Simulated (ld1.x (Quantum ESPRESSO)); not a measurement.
# Pseudopotential generation for Mo: TM, PBEsol

Aim: build the potential from the settings below, then test how well it stands in for the atom: other configurations, scattering, ghost states and the plane-wave cutoff that it needs.

The numbers are computed with ld1.x (Quantum ESPRESSO) 7.5 (PBEsol, scalar-relativistic, spin-unpolarised reference atom).

### 1 The design

Typed settings, in words:

```json
{"element": "molybdenum (Mo, Z = 42)", "type": "norm-conserving Troullier–Martins (Kleinman–Bylander form)", "frozen core": "[Kr]", "valence charge": "6", "reference configuration": "4d5 5s1 5p0", "partial waves": "5s (bound): rc 2.55 bohr; 5p (bound, empty): rc 1.50 bohr; 4d (bound): rc 2.05 bohr", "local potential": "the d channel", "core correction": "a·sin(br)/r model core, default radius (core density twice the valence density)"}
```

The nodes and maxima of the atom's own shells, from an earlier all-electron run, set the scale for the radii.

All-electron outer shells of the reference configuration (PBEsol, scalar-relativistic, ld1.x):

| shell | level (eV) | outermost node (bohr) | outermost maximum (bohr) |
| --- | --- | --- | --- |
| 4s | -64.30 | 0.51 | 0.99 |
| 4p | -38.46 | 0.52 | 1.06 |
| 5s | -4.12 | 1.34 | 2.93 |
| 4d | -3.77 | 0.53 | 1.38 |
| 5p | -1.01 | 1.54 | 4.05 |

### 2 Generation

Contents of Mo.in:

```
 &input
   title='Mo', zed=42., rel=1, dft='PBESOL', iswitch=3,
   config='[Kr] 4d5 5s1 5p0',
   nld=3, rlderiv=2.75, eminld=-2.0, emaxld=5.0, deld=0.02
 /
 &inputp
   pseudotype=2, tm=.true., lloc=2,
   nlcc=.true.,
   file_pseudopw='Mo.UPF', file_wfcaegen='ae.wfc', file_wfcncgen='nc.wfc', file_beta='beta', file_chi='chi'
 /
3
5S  1  0   1.00   0.00  2.55  2.55  0.0
5P  2  1   0.00   0.00  1.50  1.50  0.0
4D  3  2   5.00   0.00  2.05  2.05  0.0
 &test
   configts(1)='4d5 5s1 5p0'
 /
```

Command:

```
$ ld1.x < Mo.in > Mo.out
```

Output in Mo.out (without the banner and most projector matrices):

```text
     Program LD1 v.7.5
     --------------------------- All-electron run ----------------------------

     Mo
     scalar relativistic calculation

     atomic number is 42.00
     dft =PBESOL   lsd =0 sic =0 latt =0  beta=0.20 tr2=1.0E-14
     Exchange-correlation= PBESOL
                           (   1   4  10   8   0   0   0)
     mesh =1229 r(mesh) = 100.71859 a.u. xmin = -7.00 dx = 0.01250
     1 Ry =  13.60569312 eV, c = 137.03599908

     n l     nl                  e(Ry)          e(Ha)          e(eV)
     1 0     1S 1( 2.00)     -1456.0281      -728.0141    -19810.2720
     2 0     2S 1( 2.00)      -205.6538      -102.8269     -2798.0630
     2 1     2P 1( 6.00)      -183.8881       -91.9441     -2501.9257
     3 0     3S 1( 2.00)       -34.9849       -17.4924      -475.9934
     3 1     3P 1( 6.00)       -27.8537       -13.9268      -378.9688
     4 0     4S 1( 2.00)        -4.7261        -2.3630       -64.3016
     4 1     4P 1( 6.00)        -2.8264        -1.4132       -38.4556
     3 2     3D 1(10.00)       -16.2421        -8.1210      -220.9849
     4 2     4D 1( 5.00)        -0.2770        -0.1385        -3.7689
     5 0     5S 1( 1.00)        -0.3027        -0.1514        -4.1187
     5 1     5P 1( 0.00)        -0.0743        -0.0372        -1.0109

     final scf error:  6.4E-15 reached in  28 iterations

     Etot =   -8092.877416 Ry,   -4046.438708 Ha, -110109.206599 eV

     Ekin =    8343.784045 Ry,    4171.892022 Ha,  113522.965195 eV
     Encl =  -19508.780444 Ry,   -9754.390222 Ha, -265430.479923 eV
     Eh   =    3314.617623 Ry,    1657.308811 Ha,   45097.670196 eV
     Exc  =    -242.498639 Ry,    -121.249320 Ha,   -3299.362067 eV

     normalization and overlap integrals

     s(1S/1S) =  1.000000  <r> =   0.0352  <r2> =    0.0017  r(max) =   0.0229
     s(2S/2S) =  1.000000  <r> =   0.1538  <r2> =    0.0279  r(max) =   0.1303
     s(2P/2P) =  1.000000  <r> =   0.1340  <r2> =    0.0219  r(max) =   0.1041
     s(3S/3S) =  1.000000  <r> =   0.4292  <r2> =    0.2110  r(max) =   0.3819
     s(3P/3P) =  1.000000  <r> =   0.4308  <r2> =    0.2161  r(max) =   0.3771
     s(4S/4S) =  1.000000  <r> =   1.1072  <r2> =    1.3910  r(max) =   0.9874
     s(4P/4P) =  1.000000  <r> =   1.2378  <r2> =    1.7605  r(max) =   1.0643
     s(3D/3D) =  1.000000  <r> =   0.4154  <r2> =    0.2076  r(max) =   0.3206
     s(4D/4D) =  1.000000  <r> =   2.0000  <r2> =    5.0686  r(max) =   1.3838
     s(5S/5S) =  1.000000  <r> =   3.5661  <r2> =   14.6534  r(max) =   2.9295
     s(5P/5P) =  1.000000  <r> =   5.3178  <r2> =   33.6723  r(max) =   4.0545

     ------------------------ End of All-electron run ------------------------

     --------------------- Generating NC pseudopotential ---------------------

      Generating local pot.: lloc=2, matching radius rcloc =   2.0500

      Computing core charge for nlcc:

       r > 1.44 : true rho core
       r < 1.44 : rho core = a sin(br)/r    a=   6.78  b=   1.78

      Integrated core pseudo-charge :   7.85

      Wfc   5S  rcut= 2.553  Using Troullier-Martins method

      Wfc   5P  rcut= 1.510  Using Troullier-Martins method

     ------------------- End of pseudopotential generation -------------------

     [... the all-electron block is printed once more ...]


     Computing logarithmic derivative in   2.73491

       Warning: n=2, l=1 expected 0 nodes, found 3
       Setting wfc to zero for this iteration
       (This warning will only be printed once per wavefunction)

     Computing logarithmic derivative in   2.73491
     Computing the partial wave expansion
     R is outside the sphere for l=    0 j= 0.00
     R is outside the sphere for l=    1 j= 0.00
       no projector for channel:   2

     ---------------------- Testing the pseudopotential ----------------------

     Mo
     scalar relativistic calculation

     atomic number is 42.00   valence charge is  6.00
     dft =PBESOL   lsd =0 sic =0 latt =0  beta=0.20 tr2=1.0E-14
     mesh =1229 r(mesh) = 100.71859 xmin = -7.00 dx = 0.01250

     n l     nl             e AE (Ry)        e PS (Ry)    De AE-PS (Ry)
     3 2     4D   1( 5.00)       -0.27701       -0.27701        0.00000
     1 0     5S   1( 1.00)       -0.30272       -0.30272        0.00000
     2 1     5P   1( 0.00)       -0.07430       -0.07430        0.00000

     eps = 5.5E-15  iter = 12

     Etot =   -8092.877416 Ry,   -4046.438708 Ha, -110109.206599 eV
     Etotps =   -25.029087 Ry,     -12.514543 Ha,    -340.538075 eV

     Ekin =      17.848062 Ry,       8.924031 Ha,     242.835254 eV
     Encl =     -43.214745 Ry,     -21.607372 Ha,    -587.966555 eV
     Ehrt =      14.755734 Ry,       7.377867 Ha,     200.761994 eV
     Ecxc =     -14.757598 Ry,      -7.378799 Ha,    -200.787345 eV
     (Ecc =      -9.146337 Ry,      -4.573169 Ha,    -124.442257 eV)
     Epseu=       0.339459 Ry,       0.169730 Ha,       4.618577 eV

     ---------------------- End of pseudopotential test ----------------------
```

It took 1.5 s on 1 thread of Neoverse-V2, shared host. This counts the later configuration tests of the new file too.

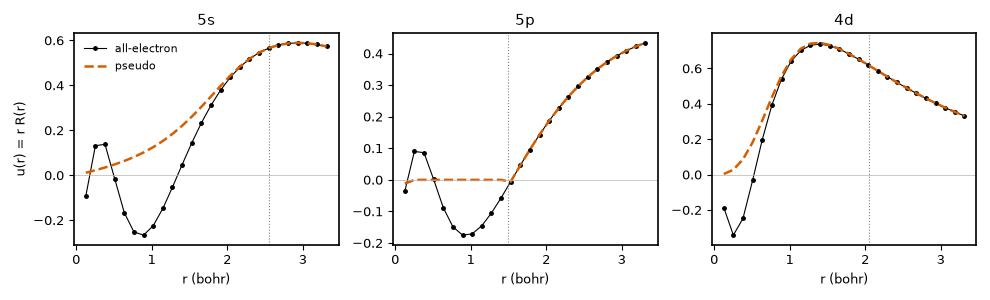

Bound waves of the atom and their pseudo partners (5s, 5p, 4d), with the matching radii dotted. The curves join 26 sampled radii, too few to resolve the innermost nodes.

### 3 Configuration tests

Contents of Mo.test.in:

```
 &input
   title='Mo', zed=42., rel=1, dft='PBESOL', iswitch=2,
   config='[Kr] 4d5 5s1 5p0'
 /
 &test
   file_pseudo='Mo.UPF', nconf=8,
   configts(1)='4d5 5s1 5p0',
   configts(2)='4d5 5s0 5p0',
   configts(3)='4d4 5s0 5p0',
   configts(4)='4d3 5s0 5p0',
   configts(5)='4d5 5s0.5 5p0',
   configts(6)='4d4 5s1 5p0',
   configts(7)='4d5 5s0 5p1',
   configts(8)='4d6 5s0 5p0'
 /
```

Command:

```
$ ld1.x < Mo.test.in > Mo.test.out
```

Mo.test.out, the pseudopotential blocks, each with the warnings that came before it:

```text
     Warning: n=2, l=1 expected 0 nodes, found 3
     ---------------------- Testing the pseudopotential ----------------------

     Mo
     scalar relativistic calculation

     atomic number is 42.00   valence charge is  6.00
     dft =PBESOL   lsd =0 sic =0 latt =0  beta=0.20 tr2=1.0E-14
     mesh =1229 r(mesh) = 100.71859 xmin = -7.00 dx = 0.01250

     n l     nl             e AE (Ry)        e PS (Ry)    De AE-PS (Ry)
     3 2     4D   1( 5.00)       -0.27701       -0.27701        0.00000
     1 0     5S   1( 1.00)       -0.30272       -0.30272        0.00000
     2 1     5P   1( 0.00)       -0.07430       -0.07430        0.00000

     eps = 6.3E-15  iter = 12

     Etot =   -8092.877416 Ry,   -4046.438708 Ha, -110109.206599 eV
     Etotps =   -25.029087 Ry,     -12.514543 Ha,    -340.538074 eV

     Ekin =      17.848062 Ry,       8.924031 Ha,     242.835254 eV
     Encl =     -43.214745 Ry,     -21.607372 Ha,    -587.966555 eV
     Ehrt =      14.755734 Ry,       7.377867 Ha,     200.761994 eV
     Ecxc =     -14.757598 Ry,      -7.378799 Ha,    -200.787345 eV
     (Ecc =      -9.146337 Ry,      -4.573169 Ha,    -124.442257 eV)
     Epseu=       0.339459 Ry,       0.169730 Ha,       4.618577 eV

     ---------------------- End of pseudopotential test ----------------------

     ---------------------- Testing the pseudopotential ----------------------

     Mo
     [...]
     n l     nl             e AE (Ry)        e PS (Ry)    De AE-PS (Ry)
     3 2     4D   1( 5.00)       -0.76543       -0.76365       -0.00177
     1 0     5S   1( 0.00)       -0.72019       -0.72274        0.00255
     2 1     5P   1( 0.00)       -0.42719       -0.42719        0.00000

     eps = 7.4E-16  iter = 10

     Etot =   -8092.369957 Ry,   -4046.184978 Ha, -110102.302271 eV
     Etotps =   -24.520444 Ry,     -12.260222 Ha,    -333.617632 eV
     dEtot_ae =       0.507459 Ry
     dEtot_ps =       0.508643 Ry,   Delta E=      -0.001184 Ry

     [...]
     ---------------------- End of pseudopotential test ----------------------

     ---------------------- Testing the pseudopotential ----------------------

     Mo
     [...]
     n l     nl             e AE (Ry)        e PS (Ry)    De AE-PS (Ry)
     3 2     4D   1( 4.00)       -1.52975       -1.54041        0.01065  !
     1 0     5S   1( 0.00)       -1.29448       -1.29859        0.00410
     2 1     5P   1( 0.00)       -0.92164       -0.92164        0.00000

     eps = 9.4E-15  iter = 12

     Etot =   -8091.234030 Ry,   -4045.617015 Ha, -110086.847205 eV
     Etotps =   -23.381582 Ry,     -11.690791 Ha,    -318.122631 eV
     dEtot_ae =       1.643385 Ry
     dEtot_ps =       1.647505 Ry,   Delta E=      -0.004120 Ry

     [...]
     ---------------------- End of pseudopotential test ----------------------

     Warning: n=1, l=0 expected 0 nodes, found 1
     ---------------------- Testing the pseudopotential ----------------------

     Mo
     [...]
     n l     nl             e AE (Ry)        e PS (Ry)    De AE-PS (Ry)
     3 2     4D   1( 3.00)       -2.41670       -2.45919        0.04249  !
     1 0     5S   1( 0.00)       -1.95093       -1.95093        0.00000
     2 1     5P   1( 0.00)       -1.50442       -1.50442        0.00000

     eps = 8.0E-15  iter =  9

     Etot =   -8089.269817 Ry,   -4044.634908 Ha, -110060.122714 eV
     Etotps =   -21.392396 Ry,     -10.696198 Ha,    -291.058369 eV
     dEtot_ae =       3.607599 Ry
     dEtot_ps =       3.636691 Ry,   Delta E=      -0.029092 Ry

     [...]
     ---------------------- End of pseudopotential test ----------------------

     ---------------------- Testing the pseudopotential ----------------------

     Mo
     [...]
     n l     nl             e AE (Ry)        e PS (Ry)    De AE-PS (Ry)
     3 2     4D   1( 5.00)       -0.51128       -0.51032       -0.00095
     1 0     5S   1( 0.50)       -0.50564       -0.50663        0.00099
     2 1     5P   1( 0.00)       -0.24332       -0.24332        0.00000

     eps = 4.7E-15  iter = 11

     Etot =   -8092.675935 Ry,   -4046.337967 Ha, -110106.465315 eV
     Etotps =   -24.827334 Ry,     -12.413667 Ha,    -337.793094 eV
     dEtot_ae =       0.201481 Ry
     dEtot_ps =       0.201752 Ry,   Delta E=      -0.000272 Ry

     [...]
     ---------------------- End of pseudopotential test ----------------------

     ---------------------- Testing the pseudopotential ----------------------

     Mo
     [...]
     n l     nl             e AE (Ry)        e PS (Ry)    De AE-PS (Ry)
     3 2     4D   1( 4.00)       -0.93989       -0.94833        0.00844  !
     1 0     5S   1( 1.00)       -0.80928       -0.80792       -0.00136
     2 1     5P   1( 0.00)       -0.49117       -0.49117        0.00000

     eps = 2.3E-15  iter = 12

     Etot =   -8092.283270 Ry,   -4046.141635 Ha, -110101.122842 eV
     Etotps =   -24.431814 Ry,     -12.215907 Ha,    -332.411758 eV
     dEtot_ae =       0.594145 Ry
     dEtot_ps =       0.597273 Ry,   Delta E=      -0.003128 Ry

     [...]
     ---------------------- End of pseudopotential test ----------------------

     BEWARE! Errors in PS-KS equations
     Warning: n=3, l=2 expected 0 nodes, found 1
     ---------------------- Testing the pseudopotential ----------------------

     Mo
     [...]
     n l     nl             e AE (Ry)        e PS (Ry)    De AE-PS (Ry)
     3 2     4D   1( 5.00)       -0.37082       -0.76365        0.39283  !
     1 0     5S   1( 0.00)       -0.36875       -0.47938        0.11063  !
     2 1     5P   1( 1.00)       -0.12850       -0.12850        0.00000

     eps = 3.0E-15  iter = 22

     Etot =   -8092.643024 Ry,   -4046.321512 Ha, -110106.017534 eV
     Etotps =   -24.648940 Ry,     -12.324470 Ha,    -335.365908 eV
     dEtot_ae =       0.234392 Ry
     dEtot_ps =       0.380147 Ry,   Delta E=      -0.145755 Ry

     [...]
     ---------------------- End of pseudopotential test ----------------------

     ---------------------- Testing the pseudopotential ----------------------

     Mo
     [...]
     n l     nl             e AE (Ry)        e PS (Ry)    De AE-PS (Ry)
     3 2     4D   1( 6.00)       -0.16973       -0.16891       -0.00082
     1 0     5S   1( 0.00)       -0.25437       -0.25871        0.00434
     2 1     5P   1( 0.00)       -0.05126       -0.05126        0.00000

     eps = 1.1E-15  iter =  9

     Etot =   -8092.820546 Ry,   -4046.410273 Ha, -110108.432848 eV
     Etotps =   -24.969072 Ry,     -12.484536 Ha,    -339.721536 eV
     dEtot_ae =       0.056870 Ry
     dEtot_ps =       0.060014 Ry,   Delta E=      -0.003145 Ry

     [...]
     ---------------------- End of pseudopotential test ----------------------
```

1 test gave no usable energy difference (4d5 5s0 5p1).

The tests as a table, with energies relative to 4d5 5s1 5p0. A star marks tests that logged a warning.

```csv
valence configuration,charge,ΔE all-electron (eV),error AE − PS (meV)
4d5 5s0 5p0,+1,6.904,-16
4d4 5s0 5p0,+2,22.359,-56
4d3 5s0 5p0 *,+3,49.084,-396
4d5 5s0.5 5p0,+0.5,2.741,-3.7
4d4 5s1 5p0,+1,8.084,-43
4d6 5s0 5p0,0,0.774,-43
```

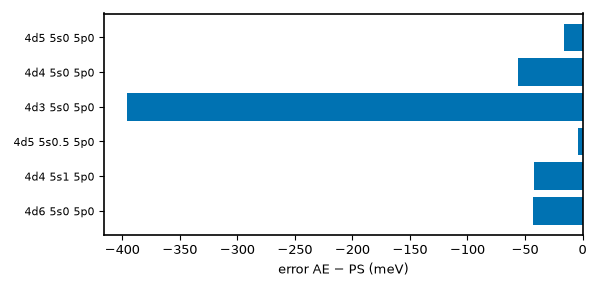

Error of the potential in each test configuration.

### 4 Does it scatter like the atom?

Taken from the files of the generation run. The phase is arctan(r·u′/u) with u = r·R, unwrapped, with energies in Ry. A pole is an energy at which the radial function vanishes at the test radius. The pseudo phase is shifted by a multiple of π to meet the all-electron one at the reference energy. Levels narrower than the energy grid can be missing from the poles. The last column is the largest difference on the grid between −1 and +1 Ry.

```tsv
channel	radius (bohr)	reference (Ry)	poles AE	poles PS	window around the reference with phases within 0.05 rad (Ry)	largest difference near zero (rad)
s	2.73	-0.30	2.26	1.81	below 1.8	0.026
p	2.73	-0.07	3.43	-1.21, 3.66	-1.0 to 0.5	0.094
d	2.73	-0.28	0.17	0.17	below 2.2	0.002
```

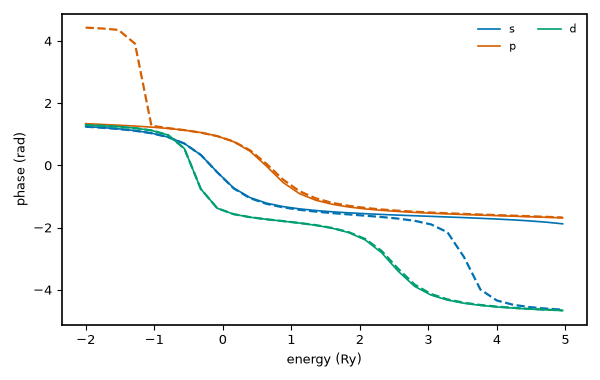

All-electron (solid) and pseudo (dashed) phases against energy.

### 5 Cutoff and ghost test in a Bessel basis

A separate test, outside the generator: the pseudo-atom's Hamiltonian at the reference potential is diagonalised in spherical Bessel functions j_l(qr) that vanish at 20 bohr, with q² up to the cutoff.

All-electron valence levels (Ry): 5s -0.3027, 5p -0.0743, 4d -0.2770. The lowest levels of each channel (Ry) by cutoff; the last column sums, over occupied levels, occupation times the distance from the level at 400 Ry. A positive value at high cutoff is not a bound level.

| cutoff (Ry) | s #1 | s #2 | p #1 | p #2 | d #1 | f #1 | Σ f·Δε (mRy) |
| --- | --- | --- | --- | --- | --- | --- | --- |
| 8 | -2.9719 | -0.2999 | -2.4820 | -0.0524 | 0.0107 | 0.1060 | 1440.3 |
| 12 | -4.2908 | -0.3022 | -3.1884 | -0.0828 | -0.0712 | 0.1060 | 1028.7 |
| 21 | -4.9580 | -0.3026 | -3.7288 | -0.1185 | -0.2257 | 0.1060 | 255.3 |
| 30 | -5.0080 | -0.3027 | -3.8065 | -0.1281 | -0.2677 | 0.1060 | 45.4 |
| 40 | -5.0119 | -0.3027 | -3.8111 | -0.1293 | -0.2764 | 0.1060 | 1.7 |
| 45 | -5.0119 | -0.3027 | -3.8111 | -0.1294 | -0.2767 | 0.1060 | 0.5 |
| 55 | -5.0127 | -0.3027 | -3.8113 | -0.1294 | -0.2767 | 0.1060 | 0.3 |
| 400 | -5.0132 | -0.3027 | -3.8115 | -0.1294 | -0.2768 | 0.1060 | 0.0 |

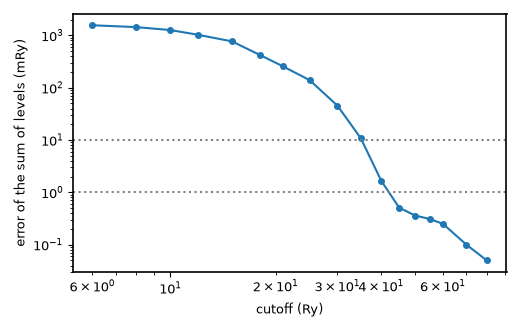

Occupation-weighted error of the valence levels against the cutoff; the dotted lines mark 10 and 1 mRy.

The sum stays within 10 mRy from 40 Ry and within 1 mRy from 45 Ry. The sum leaves out empty levels, which can need more. Ghost test: ghost states, bound below the all-electron valence or empty levels of the same l: s at -68.2 eV, p at -51.9 eV.

### 6 Results

| quantity | value |
| --- | --- |
| cutoffs for 10 and 1 mRy, occupied levels | 40 Ry and 45 Ry |
| bound ghosts | s at -68.21 eV, p at -51.86 eV |
| largest test error (AE − PS) | -396 meV, for 4d3 5s0 5p0 (one of 3 tests with a warning) (1 test unsolved) |
| largest phase difference near zero energy, channels read | 0.094 rad |

In words: A bound ghost (s, p) makes it unfit for use: electrons can fall into a state that the atom doesn't have. By total energies transferability is poor: the largest error is 396 meV on 49.1 eV, for 4d3 5s0 5p0. That test lies far up in energy; among those under 40 eV, nearer to bonding, the largest error is 56 meV. Of the tests 1 gave no usable energy difference, which is a warning in itself. By its cutoff, 40 Ry for the looser tolerance, it is of middling hardness. The slowest occupied level is 4d: taken alone it needs 40 Ry to come within 1 mRy, against 12 Ry for 5s. Of the channels read, p scatters worst near zero energy, by up to 0.09 rad. In the s channel the atom's pole at 2.26 Ry sits lower, at 1.81 Ry, in the pseudo curve. The pseudo curves have a pole with no partner nearby in the atom's: p at -1.21 Ry. These are tests on the free atom; a crystal test is still owed.
